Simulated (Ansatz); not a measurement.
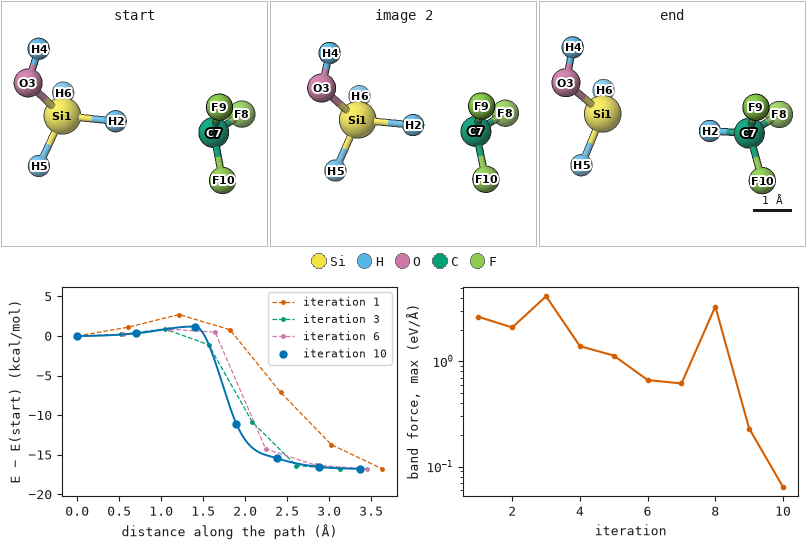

A nudged-elastic-band calculation for CH4F3OSi (multiplicity 2), made up at the start of SiH4O and CF$_{3}$. Images are numbered from 0 (start) to 6 (end). The plot follows the band through its iterations. A ball-and-stick model, seen from a free direction.

The calculation used Ansatz, UKS PBE/def2-SVP. Run with 5 movable images; climbing image; force threshold 0.2 eV/Å; iteration limit 60; starting path through a guess of the saddle point.

Question: How did the profile develop, and is the result final?

Answer: The run met only a loose threshold, so the barrier can't be trusted yet. The band converged in 10 iterations. The largest component of the band force went from 2.6 to 0.064 eV/Å. The climbing image converged on the top of the path. Its curvatures weren't checked. The force threshold is so loose that the height of the top is at best an upper bound. The first iteration put the highest image at 2.7 kcal/mol. Forward barrier 1.2 kcal/mol, backward barrier 18.0 kcal/mol, with image 2 at the top; the reaction energy is −16.8 kcal/mol.

Limits of the set-up: the start holds two separate molecules, 2.8 Å apart at their closest, whose relative position is a soft coordinate and is computed without a dispersion correction.

Cost: 87 s on 4 threads of Intel(R) Xeon(R) Platinum 8259CL CPU @ 2.50GHz (Skylake/Cascade Lake) (shared host), peak memory 0.2 GiB.
